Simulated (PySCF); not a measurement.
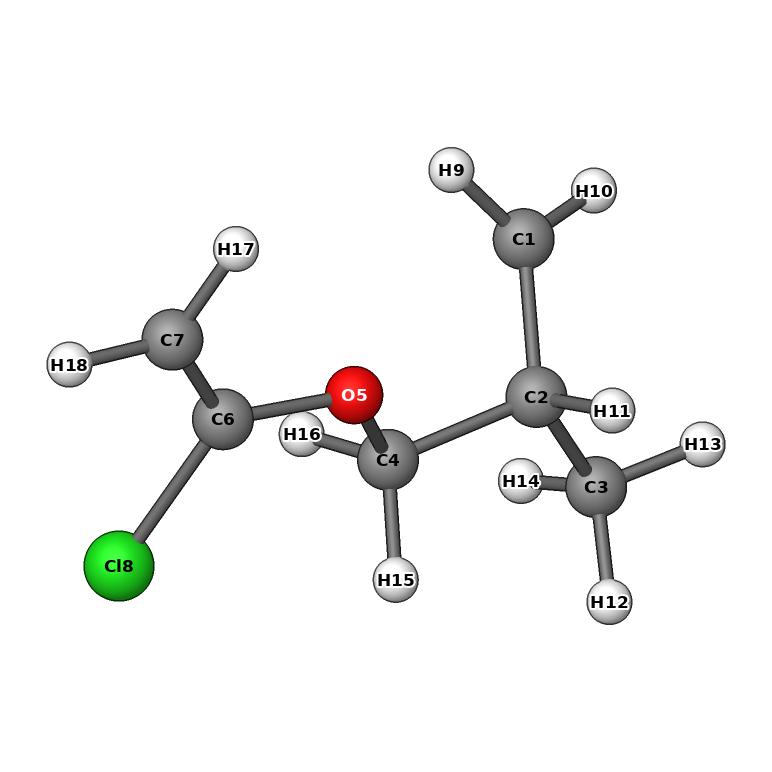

The questions are on Mulliken spin populations. Charge 0, doublet. The computed structure is the end point of a GFN2-xTB optimisation. No frequency run is at hand to confirm it as a minimum. Level of theory: UKS B3LYP, pcH-1 on C Cl H O, non-relativistic (PySCF 2.14.0).

Give the Mulliken spin populations atom by atom.

```
atom  value (e)
  C1       1.08
  C2      −0.08
  C3       0.01
  C4       0.01
  O5       0.00
  C6       0.00
  C7       0.00
 Cl8       0.00
  H9      −0.05
 H10      −0.05
 H11       0.06
 H12       0.00
 H13       0.00
 H14       0.00
 H15       0.00
 H16       0.00
 H17       0.00
 H18       0.00
```

Mulliken values depend strongly on the basis set.
